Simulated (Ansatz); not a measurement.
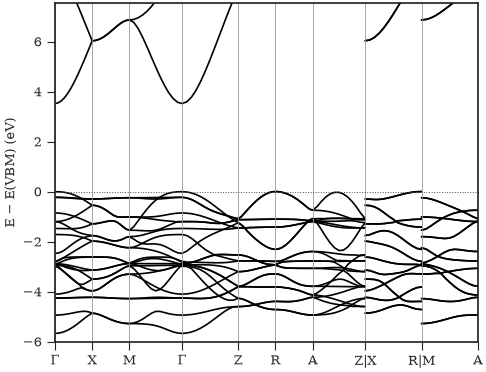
Figure: Band structure from PBE (plane waves, PAW; program Ansatz)

Problem. Read off the gap and where the band edges lie.

Solution. About 3.5 eV (3.52 eV by a search for the band edges); maximum at R, minimum at Γ.

The material is ZnF2 (rutile, space group No. 136).

Space group P4_2/mnm (rutile). The PBE relaxation kept the symmetry of its start.

Potentials: the later of the program's two PAW sets.
